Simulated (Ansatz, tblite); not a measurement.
**Ligand exchange: C2H8OSi + BH(CH3)(SiH3) → C2H10Si2 + BH(CH3)(OH)**

Species: C2H8OSi `CC[SiH2]O`, singlet; BH(CH3)(SiH3), singlet; C2H10Si2 `CC[SiH2][SiH3]`, singlet; BH(CH3)(OH), singlet. The partners trade OH for SiH3: Si–OH and B–SiH3 bonds give way to Si–SiH3 and B–OH.

Shapes, held fixed at every level: PBE0-D4/def2-TZVP. Flexible molecules stand in one conformer, not always the lowest. Programs: Ansatz 0.2.0, tblite 0.8.0. The zero-point and thermal change to 298 K, harmonic and unscaled (PBE0-D4/def2-TZVP), is +5.3 kJ/mol.

| level | kind | ΔH(298 K) (kJ/mol) | less CCSD(T)/CBS estimate |
| --- | --- | --- | --- |
| GFN2-xTB | semi-empirical | -9.0 | +63.0 |
| HF/def2-TZVPP | Hartree–Fock | -60.4 | +11.6 |
| SPW92/def2-TZVPP | LDA | -90.0 | -18.0 |
| PBE-D4/def2-TZVPP | GGA | -86.0 | -14.0 |
| r2SCAN-D4/def2-TZVPP | meta-GGA | -76.7 | -4.7 |
| B3LYP-D4/def2-TZVPP | global hybrid | -75.8 | -3.8 |
| MP2/def2-SVP | perturbation theory | -104.7 | -32.7 |
| CCSD/def2-TZVPP | coupled cluster or CI | -71.7 | +0.3 |
| CCSD(T)/CBS estimate | coupled cluster or CI | -72.0 | 0.0 |

The highest level, CCSD(T)/CBS estimate, gives ΔH(298 K) = -72.0 kJ/mol; the levels span -104.7 to -9.0. GFN2-xTB strays far from the other rows. The column of differences is taken from that level and isn't an error. No measured value is set beside it here. The CBS estimate extrapolates MP2 from def2-TZVPP and def2-QZVPP and adds CCSD(T) − MP2 in the triple-zeta set, cores frozen.

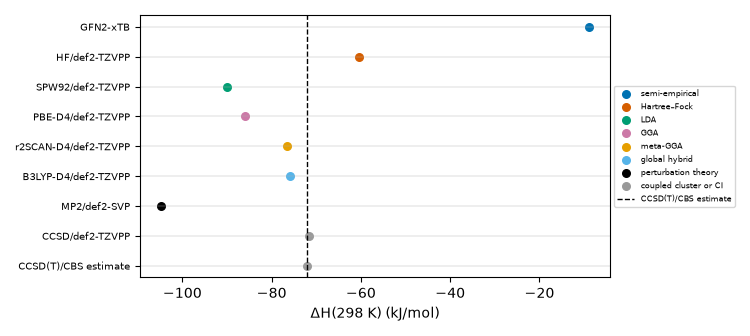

The values of the table, level by level.
